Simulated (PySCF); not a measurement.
```xyz
16

C    -2.8155    0.8668    0.6577
C    -2.1882   -0.5129    0.7751
O    -0.8456   -0.5435    0.3994
Si    0.4464    0.3810    0.7567
Si    2.1094   -0.9007   -0.1185
P     3.9034    0.4248    0.0868
H    -2.6919    1.2464   -0.3533
H    -3.8758    0.8099    0.8875
H    -2.3376    1.5538    1.3513
H    -2.7114   -1.2212    0.1228
H    -2.2703   -0.8716    1.8090
H     0.1604    1.7806    0.3694
H     2.1778   -1.5526   -1.4505
H     2.4018   -2.0155    0.8034
H     3.7525    1.0563   -1.1282
H     4.7770   -0.4928   -0.4449
```

Geometry: GFN2-xTB.

Computed with PySCF, UKS B3LYP, pcH-1 on C H O P Si, non-relativistic, mean-field spin-orbit, GIAO.

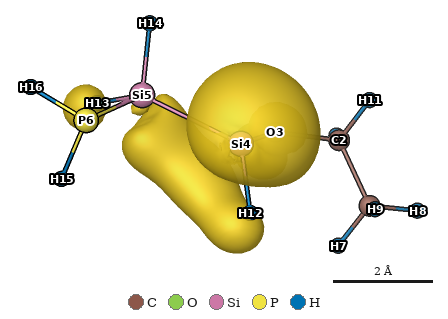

C$_{2}$H$_{10}$OPSi$_{2}$ (SMILES CCO[SiH][SiH2]P) (doublet). Isosurfaces of the spin density at +0.015 (yellow) and −0.015 e/Å³ (cyan), seen at a tilt.

Which atoms carry the spin?

The unpaired spin (1 electron) lies mostly on Si4 (about 0.7), O3 (about 0.1) and Si5 (about 0.1), in electrons by Hirshfeld's partition. Only one sign reaches the isovalue.
